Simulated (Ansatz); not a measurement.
## Electronic structure of Al2F2H2 (SMILES [F][AlH][AlH][F]) in real space

```xyz
6

F     0.2180   -1.0720   -2.2303
Al    0.8033   -0.1089   -1.0196
Al   -0.7035    0.1966    1.0785
F    -2.1447   -0.6151    1.0923
H     2.2343    0.5232   -1.2868
H    -0.4075    1.0762    2.3659
```

Geometry: PBE0-D4/def2-TZVP.

Theory: RKS PBE0-D4/def2-TZVPP (Ansatz 0.2.0).

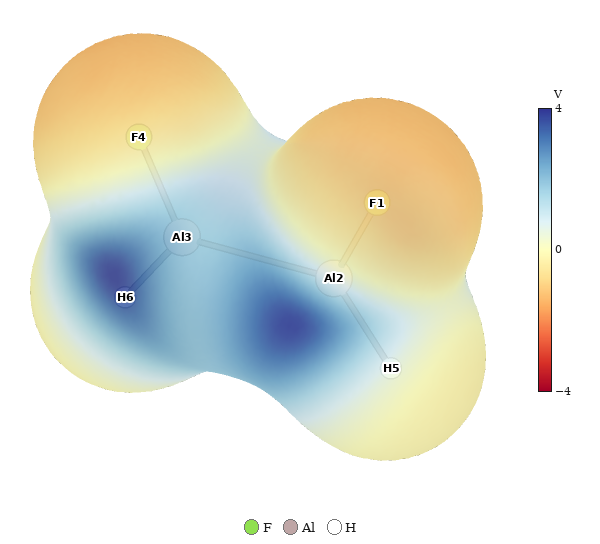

Figure 1. The molecular electrostatic potential painted on the density surface at 0.002 e/bohr³, seen at a tilt; red is negative and blue positive.

Question: Describe the electrostatic potential map.

Answer: The most negative region (about −1.3 V) lies over F1 and F4, the most positive (about +3.8 V) over Al2 and Al3.

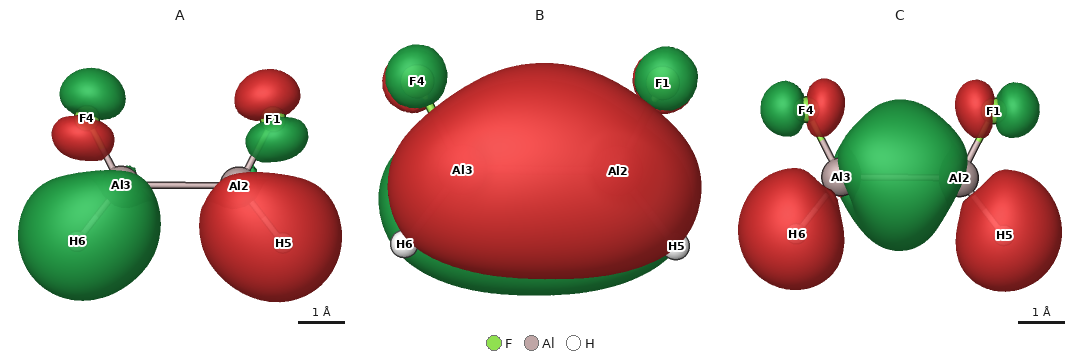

Figure 2. Three frontier orbitals at ±0.06 Å⁻³ᐟ² (green and red are the two phases), in no order.

Question: Which picture is the HOMO−1, the HOMO and the LUMO?

Answer: A is the HOMO−1 (−9.84 eV). Its weight (Hirshfeld) is mainly on H6 (about 25 %), H5 (about 25 %), Al2 (about 20 %), Al3 (about 20 %), F4 (about 5 %) and F1 (about 5 %); it is symmetric in the molecular plane (an in-plane orbital: σ, lone-pair or in-plane π type). C is the HOMO (−7.47 eV). It lies mainly on Al2 (about 30 %), Al3 (about 30 %), H6 (about 15 %) and H5 (about 15 %); it is symmetric in the molecular plane (an in-plane orbital: σ, lone-pair or in-plane π type). B is the LUMO (−2.79 eV). Its weight (Hirshfeld) is mainly on Al2 (about 45 %) and Al3 (about 45 %); it changes sign across the molecular plane (π type); π-bonding across Al2–Al3.

Question: What is the HOMO–LUMO gap?

Answer: 4.68 eV between the orbital energies.

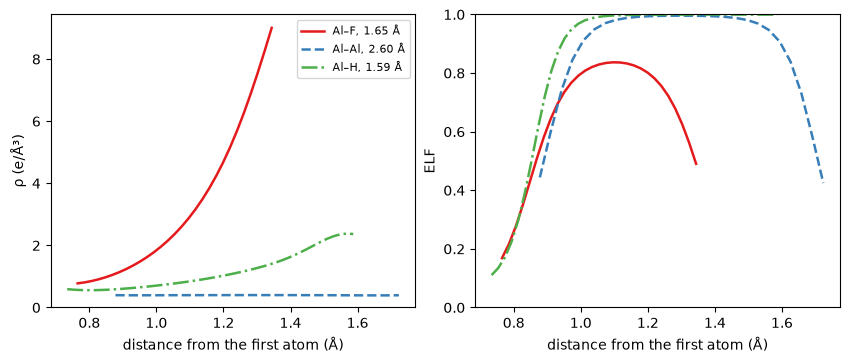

Figure 3. Electron density and ELF along straight lines between neighbouring atoms. The curves leave out the atomic cores.

Question: What can be read from the curves?

Answer: Al–F (1.65 Å): ρ at the midpoint is about 0.91 e/Å³; the ELF peaks at about 0.85 in the valence shell of F, 0.6 Å from its nucleus, and is about 0.35 at the midpoint.
Al–Al (2.60 Å): ρ at the midpoint is about 0.4 e/Å³; the ELF peaks at about 1 between the atoms: localised, covalent bonding.
Al–H (1.59 Å): the density is about 0.56 e/Å³ at the midpoint; the ELF climbs to about 1 towards the hydrogen.
